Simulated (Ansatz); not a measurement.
# Geometry relaxation of CH4OSi2 (part 2 of 3)

Continued. System: CH4OSi2, SMILES [SiH]#CO[SiH3]. Method: RKS PBE0-D4/def2-TZVP (Ansatz 0.2.0). 

Geometry of the input (Å):
```
Si -0.0878  2.2724  -0.9663
C  0.1008  0.5982  -1.2961
O  -0.3678  -0.4475  -0.5796
Si 0.0339  -1.3438  0.6928
H  -0.0241  3.7282  -0.9895
H  0.0483  -0.5358  1.9221
H  1.3547  -1.9627  0.5491
H  -1.0581  -2.3090  0.6675
```

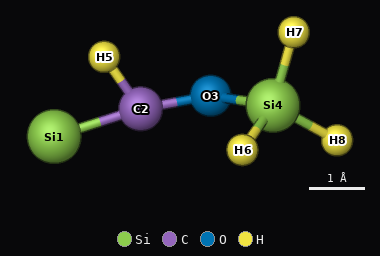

**Figure 1.** The geometry at step 17 of the log (ball-and-stick view, seen at a tilt; atoms are numbered from 1 in the order of the input).

**Trajectory as extended XYZ, continued**
```
8
Properties=species:S:1:pos:R:3:forces:R:3 step=3 energy=-18892.44709
Si   -0.2865    2.3390   -0.6838   -0.0596   1.3059  -0.0942
C     0.0450    0.7411   -1.0619   -0.5704  -0.6222   0.8862
O    -0.3044   -0.4629   -0.6882    0.3475   0.7172  -1.1716
Si    0.0405   -1.3760    0.6526    0.1916  -0.2945   0.5935
H     0.1532    3.7022   -1.3112    0.0724  -1.2363   0.0860
H     0.0019   -0.5303    1.8788   -0.0228   0.0306  -0.1899
H     1.3775   -2.0085    0.5237   -0.0345   0.0435  -0.0602
H    -1.0273   -2.4045    0.6900    0.0757   0.0558  -0.0498
8
Properties=species:S:1:pos:R:3:forces:R:3 step=4 energy=-18892.74525
Si   -0.4164    2.3857   -0.6049    0.2013   1.0834  -0.4200
C    -0.0050    0.7908   -0.9513   -0.3914  -0.1325   0.4805
O    -0.2717   -0.4451   -0.7205    0.2015   0.0827  -0.5226
Si    0.0543   -1.3805    0.6418    0.1167  -0.0328   0.3282
H     0.2661    3.5604   -1.3826   -0.1669  -1.0627   0.3877
H    -0.0092   -0.5045    1.8409    0.0013  -0.0151  -0.1313
H     1.3955   -1.9986    0.5080   -0.0386   0.0224  -0.0482
H    -1.0137   -2.4081    0.6686    0.0762   0.0545  -0.0744
8
Properties=species:S:1:pos:R:3:forces:R:3 step=5 energy=-18892.92475
Si   -0.5351    2.4173   -0.5715    0.2552   0.7648  -0.4164
C    -0.0557    0.8345   -0.8867   -0.4188  -0.7009   0.3735
O    -0.2302   -0.4344   -0.7528    0.2057   0.5732  -0.4215
Si    0.0701   -1.3585    0.6297    0.1001  -0.1190   0.2654
H     0.3558    3.3818   -1.3758   -0.1954  -0.5872   0.3537
H    -0.0034   -0.4688    1.8133    0.0181  -0.0025  -0.0837
H     1.4025   -1.9933    0.4978   -0.0192   0.0306  -0.0225
H    -1.0040   -2.3787    0.6460    0.0542   0.0411  -0.0484
8
Properties=species:S:1:pos:R:3:forces:R:3 step=6 energy=-18893.03285
Si   -0.6112    2.4878   -0.6760    0.2517   0.3389  -0.1900
C    -0.1618    0.8622   -0.7877   -0.1633  -0.3195  -0.0325
O    -0.3028   -0.4097   -0.7141    0.1022   0.5929  -0.2876
Si    0.0792   -1.3608    0.6333   -0.0032  -0.1507   0.2761
H     0.5204    3.2692   -1.3600   -0.2702  -0.5120   0.2732
H    -0.0238   -0.4999    1.8320    0.0287  -0.0197  -0.0081
H     1.4411   -1.9136    0.4520   -0.0184   0.0369  -0.0260
H    -0.9411   -2.4352    0.6205    0.0724   0.0331  -0.0051
8
Properties=species:S:1:pos:R:3:forces:R:3 step=7 energy=-18893.04699
Si   -0.6780    2.4961   -0.6838    0.3488   0.4872  -0.1913
C    -0.2036    0.8764   -0.7711   -0.1843   2.2182  -0.1158
O    -0.2951   -0.3520   -0.7317    0.0258  -2.3972   0.0358
Si    0.0788   -1.3252    0.6223    0.1082  -0.2528   0.2326
H     0.5878    3.0872   -1.3131   -0.2636  -0.2519   0.2184
H    -0.0193   -0.4918    1.8389   -0.0248   0.0568  -0.0575
H     1.4429   -1.8677    0.4360    0.0010   0.0644  -0.0662
H    -0.9135   -2.4228    0.6026   -0.0111   0.0754  -0.0560
8
Properties=species:S:1:pos:R:3:forces:R:3 step=8 energy=-18893.12071
Si   -0.7203    2.5342   -0.7423    0.5835   0.2856  -0.1680
C    -0.2765    0.9001   -0.7769   -0.4029  -0.2276   0.1312
O    -0.3515   -0.3674   -0.7241    0.2894   0.0097  -0.0403
Si    0.0895   -1.3223    0.6314   -0.0235   0.1132  -0.1447
H     0.6884    2.9553   -1.2180   -0.4327  -0.1794   0.1515
H    -0.0225   -0.4682    1.8323    0.0056  -0.0221   0.0133
H     1.4741   -1.7941    0.3923   -0.0648   0.0178   0.0234
H    -0.8814   -2.4377    0.6052    0.0454   0.0028   0.0336
8
Properties=species:S:1:pos:R:3:forces:R:3 step=9 energy=-18893.16513
Si   -0.7047    2.5749   -0.7054    0.0966  -0.1148  -0.0332
C    -0.3917    0.9024   -0.7573    0.1374   0.0917  -0.0828
O    -0.3564   -0.3681   -0.7584   -0.0612   0.2736  -0.0382
Si    0.0991   -1.2875    0.6088   -0.0045  -0.0431   0.0550
H     0.7406    2.7671   -1.1750   -0.1840  -0.1788   0.0829
H    -0.0480   -0.4274    1.8015    0.0047  -0.0121  -0.0078
H     1.4934   -1.7283    0.3911    0.0086   0.0188  -0.0067
H    -0.8322   -2.4333    0.5947    0.0024  -0.0354   0.0308
8
Properties=species:S:1:pos:R:3:forces:R:3 step=10 energy=-18893.19097
Si   -0.7174    2.5944   -0.6910    0.0020  -0.1976  -0.0305
C    -0.4277    0.9178   -0.7738   -0.0077   0.1827   0.0398
O    -0.3534   -0.3507   -0.7853   -0.0175   0.1487  -0.0509
Si    0.1010   -1.2615    0.5903    0.0288   0.0122   0.0617
H     0.7582    2.5905   -1.0967   -0.0146  -0.1245   0.0128
H    -0.0509   -0.3901    1.7734   -0.0077  -0.0046   0.0018
H     1.5030   -1.6769    0.3746    0.0046  -0.0155  -0.0087
H    -0.8128   -2.4235    0.6086    0.0122  -0.0012  -0.0260
8
Properties=species:S:1:pos:R:3:forces:R:3 step=11 energy=-18893.22564
Si   -0.7372    2.6237   -0.6891    0.1472  -0.1677  -0.0670
C    -0.4678    0.9462   -0.7629    0.0209   0.3519   0.0237
O    -0.3390   -0.3177   -0.7905    0.0743   0.0238   0.0387
Si    0.1168   -1.2276    0.5883   -0.0844  -0.0847  -0.1514
H     0.7634    2.3994   -1.0560   -0.2302  -0.2000   0.0653
H    -0.0632   -0.3653    1.7737    0.0396  -0.0089   0.0078
H     1.5131   -1.6586    0.3628    0.0287   0.0613   0.0471
H    -0.7861   -2.4000    0.5736    0.0037   0.0243   0.0358
8
Properties=species:S:1:pos:R:3:forces:R:3 step=12 energy=-18893.29372
Si   -0.7384    2.6568   -0.6864    0.0525  -0.2283  -0.0365
C    -0.4933    0.9776   -0.7532    0.1663   0.6233  -0.0232
O    -0.3247   -0.2853   -0.8021    0.0879  -0.1103   0.0910
Si    0.1188   -1.2147    0.5650    0.0116   0.1549  -0.0715
H     0.7415    2.2117   -1.0159   -0.2882  -0.3621   0.0731
H    -0.0488   -0.3616    1.7595   -0.0400  -0.0099   0.0156
H     1.5348   -1.6035    0.3793   -0.0350  -0.0479  -0.0358
H    -0.7900   -2.3809    0.5538    0.0449  -0.0196  -0.0126
8
Properties=species:S:1:pos:R:3:forces:R:3 step=13 energy=-18893.39605
Si   -0.7377    2.6912   -0.7016   -0.0137  -0.2776  -0.0120
C    -0.5125    1.0121   -0.7461    0.5580   1.0352  -0.1025
O    -0.3067   -0.2508   -0.7944    0.0786  -0.2346   0.1807
Si    0.1402   -1.1671    0.5737   -0.1929  -0.1659  -0.3819
H     0.7064    2.0236   -0.9700   -0.5468  -0.5083   0.0979
H    -0.0824   -0.3336    1.7757    0.1145  -0.0293  -0.0129
H     1.5318   -1.6201    0.3461    0.0534   0.1716   0.1294
H    -0.7390   -2.3553    0.5166   -0.0512   0.0088   0.1014
8
Properties=species:S:1:pos:R:3:forces:R:3 step=14 energy=-18893.62224
Si   -0.7383    2.7298   -0.7073   -0.3377  -0.1801   0.0498
C    -0.4705    1.0656   -0.7477    0.5439   1.3827  -0.0700
O    -0.2686   -0.2093   -0.7967    0.0687  -0.7178   0.2825
Si    0.1365   -1.1587    0.5546   -0.0678   0.1439  -0.3937
H     0.6179    1.8526   -0.9382   -0.2237  -0.6650   0.0300
H    -0.0733   -0.3346    1.7698    0.0737  -0.0677  -0.0373
H     1.5386   -1.5988    0.3550    0.0109   0.0936   0.1160
H    -0.7423   -2.3466    0.5105   -0.0681   0.0104   0.0227
8
Properties=species:S:1:pos:R:3:forces:R:3 step=15 energy=-18893.63916
Si   -0.7748    2.7677   -0.7070   -0.4181   0.1383   0.0691
C    -0.4053    1.1370   -0.7502   -1.3443  -0.7208   0.3091
O    -0.2312   -0.1716   -0.7938   -0.2549  -0.6900   0.3347
Si    0.1402   -1.1422    0.5318   -0.1317   0.2036  -0.3327
H     0.5398    1.6732   -0.9236    2.0707   1.0037  -0.4110
H    -0.0612   -0.3463    1.7658    0.0424  -0.0235   0.0084
H     1.5433   -1.5903    0.3754    0.0504   0.0272   0.0665
H    -0.7509   -2.3275    0.5017   -0.0144   0.0615  -0.0441
8
Properties=species:S:1:pos:R:3:forces:R:3 step=16 energy=-18893.73996
Si   -0.7950    2.7737   -0.6206    0.0764  -0.0769   0.0016
C    -0.4007    1.1443   -0.7075    0.8945  -0.2273  -0.3779
O    -0.2591   -0.1761   -0.7671   -0.4138  -0.1617   0.2835
Si    0.1332   -1.1441    0.5419   -0.0868   0.1289  -0.1522
H     0.6085    1.6534   -1.1099   -0.5272   0.3812   0.1763
H    -0.1011   -0.3715    1.7849    0.0182  -0.0416   0.0219
H     1.5566   -1.5427    0.4155    0.0037  -0.0035   0.0430
H    -0.7423   -2.3370    0.4628    0.0351   0.0008   0.0039
8
Properties=species:S:1:pos:R:3:forces:R:3 step=17 energy=-18893.76341
Si   -0.7698    2.7525   -0.6461   -0.1634  -0.0377   0.0316
C    -0.3973    1.1199   -0.7440    0.0268   0.1636   0.0569
O    -0.2730   -0.1952   -0.7855   -0.0270  -0.0215   0.1140
Si    0.1275   -1.1450    0.5381    0.0222   0.0363  -0.1029
H     0.5894    1.7435   -1.0388    0.1708  -0.1882  -0.0703
H    -0.0791   -0.3684    1.7831   -0.0124   0.0085  -0.0191
H     1.5428   -1.5663    0.4063    0.0314   0.0406   0.0139
H    -0.7406   -2.3411    0.4870   -0.0483  -0.0016  -0.0242
8
Properties=species:S:1:pos:R:3:forces:R:3 step=18 energy=-18893.79657
Si   -0.6611    2.7921   -0.6152    0.0127   0.1000   0.0257
C    -0.3762    1.1428   -0.7093    0.1508  -0.1240  -0.0984
O    -0.4334   -0.1839   -0.7185   -0.0711  -0.0064   0.0648
Si    0.1045   -1.1333    0.5468   -0.0247   0.0205  -0.0644
H     0.6226    1.5983   -1.1616   -0.1120  -0.0132   0.0395
H    -0.1679   -0.4438    1.8296   -0.0128  -0.0044   0.0155
H     1.5624   -1.3678    0.3921   -0.0041  -0.0116   0.0265
H    -0.6510   -2.4045    0.4362    0.0611   0.0390  -0.0090
8
Properties=species:S:1:pos:R:3:forces:R:3 step=19 energy=-18893.80722
Si   -0.5538    2.7980   -0.5500    0.0677  -0.3391  -0.0115
C    -0.3670    1.1247   -0.7030   -0.0742   0.4843  -0.0394
O    -0.5328   -0.1936   -0.7076   -0.0417  -0.0341  -0.0124
Si    0.0860   -1.1080    0.5404    0.0133  -0.1130   0.0979
H     0.6122    1.5069   -1.2247    0.0119   0.0021  -0.0233
H    -0.2297   -0.4641    1.8365   -0.0224   0.0139   0.0133
H     1.5557   -1.2366    0.3912    0.0348   0.0161  -0.0088
H    -0.5705   -2.4273    0.4172    0.0105  -0.0303  -0.0159
8
Properties=species:S:1:pos:R:3:forces:R:3 step=20 energy=-18893.80714 accepted=F
Si   -0.4499    2.8123   -0.5252    0.0942  -0.2432  -0.0477
C    -0.3628    1.1346   -0.6950    0.1254  -0.1169  -0.1587
O    -0.6260   -0.1821   -0.6586    0.1645   0.3683   0.0020
Si    0.0673   -1.1009    0.5540    0.0863  -0.0639  -0.0127
H     0.6031    1.4372   -1.3156   -0.3490  -0.0473   0.2155
H    -0.2937   -0.5159    1.8732    0.0279  -0.0729  -0.0627
H     1.5546   -1.1161    0.3916   -0.2020   0.0188   0.0300
H    -0.4927   -2.4692    0.3757    0.0527   0.1572   0.0344
8
Properties=species:S:1:pos:R:3:forces:R:3 step=21 energy=-18893.81433
Si   -0.4972    2.7991   -0.5331    0.0406  -0.0848  -0.0252
C    -0.3712    1.1296   -0.7076    0.0184   0.0380   0.0154
O    -0.5730   -0.1882   -0.6879    0.0427   0.0593   0.0057
Si    0.0794   -1.1061    0.5472   -0.0390   0.0291  -0.0049
H     0.6030    1.4815   -1.2680   -0.0829  -0.0277   0.0206
H    -0.2605   -0.4924    1.8524   -0.0082   0.0045   0.0128
H     1.5527   -1.1801    0.3941    0.0277   0.0135  -0.0046
H    -0.5334   -2.4434    0.4029    0.0006  -0.0318  -0.0198
8
Properties=species:S:1:pos:R:3:forces:R:3 step=22 energy=-18893.82026
Si   -0.4069    2.8005   -0.5144    0.0172   0.0314  -0.0041
C    -0.3705    1.1311   -0.6944    0.0317   0.0049   0.0073
O    -0.6009   -0.1789   -0.6636   -0.0621  -0.0282  -0.0295
Si    0.0679   -1.0984    0.5573    0.0840  -0.0747   0.0395
H     0.5529    1.4507   -1.3489   -0.0246   0.0225  -0.0058
H    -0.3041   -0.5377    1.8789   -0.0176   0.0084  -0.0158
H     1.5470   -1.1077    0.4137   -0.0265   0.0107   0.0141
H    -0.4853   -2.4595    0.3714   -0.0022   0.0251  -0.0056
8
Properties=species:S:1:pos:R:3:forces:R:3 step=23 energy=-18893.82025 accepted=F
Si   -0.2882    2.7998   -0.4767    0.0278  -0.1473  -0.0427
C    -0.3636    1.1293   -0.6739    0.2237   0.0759  -0.1948
O    -0.6354   -0.1738   -0.6310   -0.0286   0.0745  -0.0709
Si    0.0669   -1.0983    0.5681    0.0072  -0.0001   0.1048
H     0.4754    1.4212   -1.4689   -0.2409   0.0270   0.2230
H    -0.3672   -0.5892    1.8948    0.0378  -0.0269  -0.0317
H     1.5482   -1.0153    0.4516   -0.0820  -0.0411   0.0089
H    -0.4360   -2.4737    0.3360    0.0550   0.0381   0.0035
8
Properties=species:S:1:pos:R:3:forces:R:3 step=24 energy=-18893.82313
Si   -0.3597    2.7978   -0.4895    0.0056  -0.0055   0.0088
C    -0.3640    1.1290   -0.6850   -0.0094  -0.0126   0.0188
O    -0.6046   -0.1804   -0.6565   -0.0033   0.0309  -0.0486
Si    0.0708   -1.1007    0.5623    0.0074  -0.0094   0.0223
H     0.5077    1.4520   -1.4060   -0.0001  -0.0045  -0.0239
H    -0.3324   -0.5463    1.8765    0.0050  -0.0074   0.0159
H     1.5501   -1.0868    0.4368   -0.0115   0.0042   0.0081
H    -0.4679   -2.4646    0.3615    0.0063   0.0042  -0.0014
8
Properties=species:S:1:pos:R:3:forces:R:3 step=25 energy=-18893.82511
Si   -0.3121    2.7927   -0.4606    0.0035  -0.0315  -0.0042
C    -0.3598    1.1272   -0.6824    0.0802   0.0286  -0.0376
O    -0.6053   -0.1809   -0.6571   -0.0073   0.0038  -0.0118
Si    0.0675   -1.0983    0.5673    0.0152  -0.0075   0.0177
H     0.4639    1.4529   -1.4644   -0.0726  -0.0076   0.0462
H    -0.3538   -0.5596    1.8836   -0.0078  -0.0054  -0.0111
H     1.5475   -1.0649    0.4617   -0.0046   0.0094  -0.0020
H    -0.4479   -2.4690    0.3519   -0.0067   0.0103   0.0028
8
Properties=species:S:1:pos:R:3:forces:R:3 step=26 energy=-18893.82470 accepted=F
Si   -0.2496    2.7845   -0.4200    0.0186  -0.0924  -0.0336
C    -0.3451    1.1237   -0.6732    0.2100   0.0841  -0.2409
O    -0.5980   -0.1830   -0.6555    0.0087   0.0138   0.0144
Si    0.0695   -1.0991    0.5747   -0.0154   0.0120   0.0049
H     0.3936    1.4598   -1.5484   -0.2207  -0.0188   0.2581
H    -0.3911   -0.5754    1.8847    0.0165  -0.0067  -0.0118
H     1.5513   -1.0366    0.4942   -0.0379  -0.0090   0.0059
H    -0.4307   -2.4738    0.3436    0.0203   0.0171   0.0030
8
Properties=species:S:1:pos:R:3:forces:R:3 step=27 energy=-18893.82663
Si   -0.2858    2.7823   -0.4347    0.0143   0.0425   0.0125
C    -0.3471    1.1220   -0.6782    0.0469   0.0124  -0.0732
O    -0.5969   -0.1847   -0.6612    0.0006  -0.0149  -0.0095
Si    0.0682   -1.0972    0.5710    0.0103  -0.0147  -0.0071
H     0.4268    1.4593   -1.5043   -0.0671  -0.0194   0.0532
H    -0.3704   -0.5598    1.8814   -0.0060  -0.0005   0.0040
H     1.5481   -1.0537    0.4764    0.0005  -0.0006   0.0091
H    -0.4428   -2.4681    0.3495    0.0006  -0.0046   0.0110
8
Properties=species:S:1:pos:R:3:forces:R:3 step=28 energy=-18893.82808
Si   -0.2545    2.7746   -0.4053    0.0057   0.0172   0.0037
C    -0.3410    1.1191   -0.6802    0.0712   0.0300  -0.0699
O    -0.5906   -0.1881   -0.6681    0.0101  -0.0220  -0.0084
Si    0.0695   -1.0964    0.5706   -0.0159  -0.0019   0.0207
H     0.3886    1.4656   -1.5411   -0.0758  -0.0228   0.0653
H    -0.3870   -0.5600    1.8760    0.0016   0.0027  -0.0030
H     1.5503   -1.0441    0.4946   -0.0060  -0.0035  -0.0031
H    -0.4353   -2.4706    0.3534    0.0092   0.0003  -0.0054
8
Properties=species:S:1:pos:R:3:forces:R:3 step=29 energy=-18893.82960
Si   -0.2167    2.7662   -0.3693    0.0146  -0.0405  -0.0095
C    -0.3227    1.1155   -0.6780    0.0860   0.0754  -0.1611
O    -0.5739   -0.1925   -0.6756    0.0250  -0.0058   0.0241
Si    0.0686   -1.0965    0.5764    0.0015   0.0038  -0.0205
H     0.3276    1.4776   -1.5960   -0.1158  -0.0306   0.1513
H    -0.4101   -0.5552    1.8722    0.0009  -0.0109  -0.0049
H     1.5497   -1.0409    0.5201   -0.0006   0.0044   0.0105
H    -0.4224   -2.4742    0.3503   -0.0115   0.0042   0.0101
8
Properties=species:S:1:pos:R:3:forces:R:3 step=30 energy=-18893.83066
Si   -0.1926    2.7589   -0.3461    0.0100  -0.0491  -0.0190
C    -0.3139    1.1134   -0.6811    0.1137   0.0840  -0.1919
O    -0.5597   -0.1958   -0.6830    0.0300  -0.0065   0.0332
Si    0.0722   -1.0969    0.5767   -0.0334   0.0119  -0.0046
H     0.2867    1.4875   -1.6277   -0.1310  -0.0363   0.1922
H    -0.4227   -0.5579    1.8674    0.0050   0.0066  -0.0023
H     1.5539   -1.0360    0.5400   -0.0077  -0.0084  -0.0010
H    -0.4239   -2.4732    0.3538    0.0134  -0.0023  -0.0066
8
Properties=species:S:1:pos:R:3:forces:R:3 step=31 energy=-18893.83799
Si   -0.1191    2.7391   -0.2894    0.0044   0.0455   0.0419
C    -0.2675    1.1113   -0.6945   -0.0043  -0.0133  -0.0074
O    -0.4863   -0.2035   -0.7043   -0.0300   0.0264  -0.0594
Si    0.0763   -1.0996    0.5830    0.0432  -0.0498   0.0758
H     0.1190    1.5266   -1.7076   -0.0066  -0.0177  -0.0418
H    -0.4627   -0.5460    1.8508   -0.0069   0.0071  -0.0079
H     1.5585   -1.0529    0.6092    0.0007  -0.0076   0.0080
H    -0.4182   -2.4750    0.3526   -0.0005   0.0094  -0.0093
```
